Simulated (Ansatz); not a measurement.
AlRu, response to strain

Consider AlRu in the CsCl type structure (space group Pm-3m, No. 221; a = 2.983 Å; relaxed with 0.1 eV smearing). Axes: x, y, z lie along the cube axes.

Strains are applied to the cell and any free atomic positions relax.

Method: r2SCAN (Ansatz, an electronic-structure program), no SOC.

Notes on the quantities. pressure: mean of the normal stresses, compression positive.

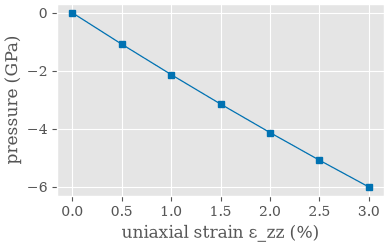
Figure: Pressure against uniaxial strain ε_zz

```csv
uniaxial strain ε_zz (%),pressure
0.5,-1.1 GPa
1,-2.1 GPa
1.5,-3.1 GPa
2,-4.1 GPa
2.5,-5.1 GPa
3,-6.0 GPa
```

Stability against distortions was not tested. The final runs are not spin-polarised.
